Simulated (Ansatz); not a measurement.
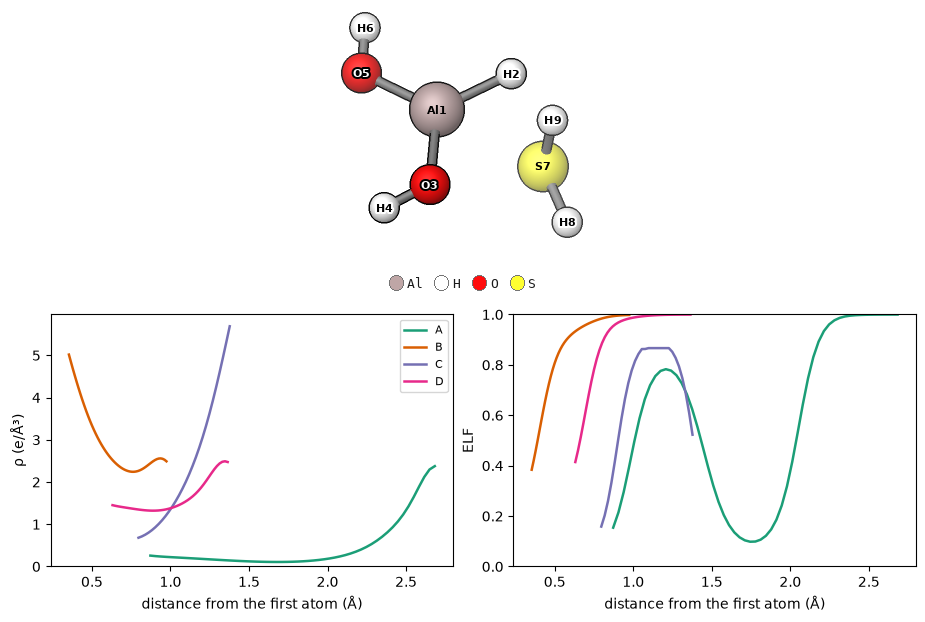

The picture shows: AlH3O2···H2S. Total electron density and ELF along straight lines between neighbouring atoms. The curves leave out the atomic cores. The structure is drawn too.

Not at a stationary point (largest force 0.6 eV/Å).

Computed with RKS BLYP-D4/6-31G* (Ansatz).

```csv
atom,x (Å),y (Å),z (Å)
Al,-0.0034,-0.4096,0.0917
H,-0.2618,-0.3877,1.6397
O,1.6349,-0.4807,-0.4327
H,1.8166,-0.4934,-1.3941
O,-1.2668,-0.5288,-1.0826
H,-2.1891,-0.5882,-0.7741
S,-0.1380,2.7335,1.5241
H,1.2179,2.7879,1.6641
H,-0.1917,1.4396,2.0268
```

### Which curve belongs to which contact (Al–H, Al–O, O–H and S–H)? The first atom named is at distance zero.

Curve A: Al1···H9 (2.68 Å): the density falls to about 0.11 e/Å³ on the way; the ELF dips to about 0.10 between them. Curve B: O–H (0.97 Å): ρ is about 3.5 e/Å³ halfway; the ELF climbs to about 1 towards the hydrogen, as it does in any bond to H (an ordinary covalent bond to hydrogen). Curve C: Al–O (1.72 Å): ρ is about 0.8 e/Å³ halfway; the ELF peaks at about 0.85 in the valence shell of O, 0.6 Å from its nucleus, and is about 0.35 at the midpoint. Curve D: S–H (1.36 Å): the density is about 1.4 e/Å³ at the midpoint; the ELF climbs to about 1 towards the hydrogen.
